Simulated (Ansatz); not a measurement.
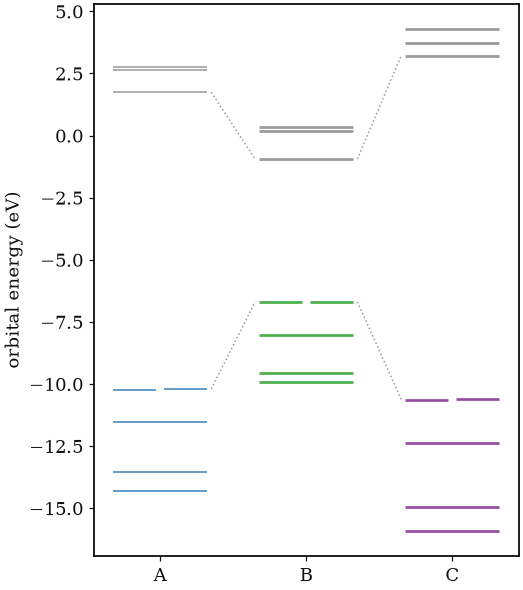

Frontier orbital energies of CH₃F₂ISi, SMILES C[Si](F)(F)I at one geometry, def2-TZVPP, the Ansatz code 0.2.0, at a PBE0-D4/def2-TZVP geometry (a minimum by its frequencies). Empty levels are grey, levels within 0.1 eV stand side by side; all columns show the same few orbitals around the gap. Dotted lines join the HOMOs and the LUMOs.

Question: The columns come from BLYP, HF and ωB97M-V. Which is which?

Answer: A: ωB97M-V (HOMO −10.20, LUMO 1.74, separation 11.94 eV)
B: BLYP (HOMO −6.70, LUMO −0.95, separation 5.75 eV)
C: HF (HOMO −10.62, LUMO 3.22, separation 13.84 eV)

Limits of at least one run: core potentials past krypton; empty levels above zero depend strongly on the basis; spin-orbit coupling is left out, and with I it can shift these levels and split any degenerate set.
